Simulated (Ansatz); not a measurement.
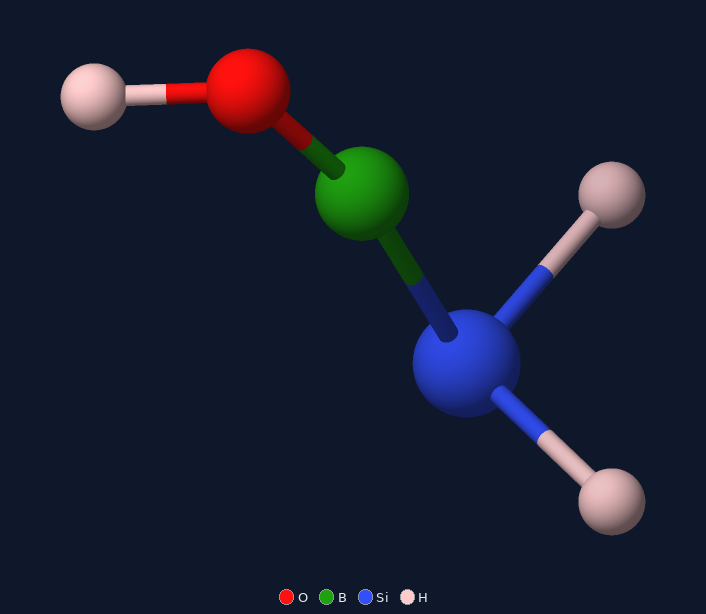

Every bond is drawn as one stick, whatever its order.

The geometry was computed by an optimisation with PBE0-D4/def2-TZVP. No frequency run is at hand to confirm it as a minimum.

Q: Which formula does it have?

A: BH₃OSi, 6 atoms: 1 boron, 3 hydrogen, 1 oxygen and 1 silicon.

Q: How many sets of symmetry-equivalent atoms are there?

A: 5: 1 O, 1 B, 1 Si, 1 H, 2 H.

Q: How many bonds of each kind are drawn?

A: 2 Si–H, 1 B–O, 1 B–Si, 1 O–H. Sticks follow a distance rule.

Q: What is the point group of this geometry?

A: Cs.
